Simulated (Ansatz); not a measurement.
Ta: response to strain

Start from Ta in the bcc (W type) structure (space group Im-3m, No. 229; a = 3.3063 Å; relaxed with 0.1 eV smearing). Axes: x, y, z lie along the cube axes.

Strains are applied to the cell and any free atomic positions relax; under biaxial strain the out-of-plane vector relaxes too.

Calculations: r2SCAN/PAW in Ansatz (a program for electronic structure), no SOC, earlier PAW set.

Notes on the quantities. in-plane stress: mean in-plane stress (compression positive).

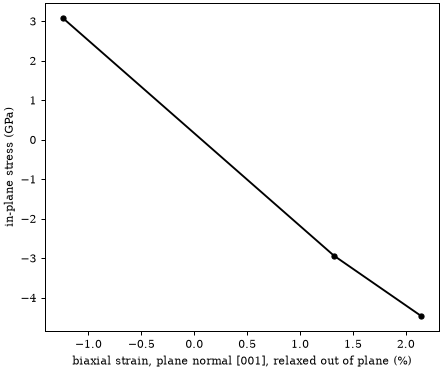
Fig. 1. in-plane stress against biaxial strain, plane normal [001], relaxed out of plane

Question: From the plot, what is the in-plane stress for biaxial strain −1.24 %, plane normal [001], relaxed out of plane?

Answer: About 3.1 GPa.

Question: Is the trend monotonic over the range shown?

Answer: Yes, it falls throughout, spanning -4.5 GPa to +3.1 GPa.

Stability against distortions was not tested. All final runs are without spin polarisation.
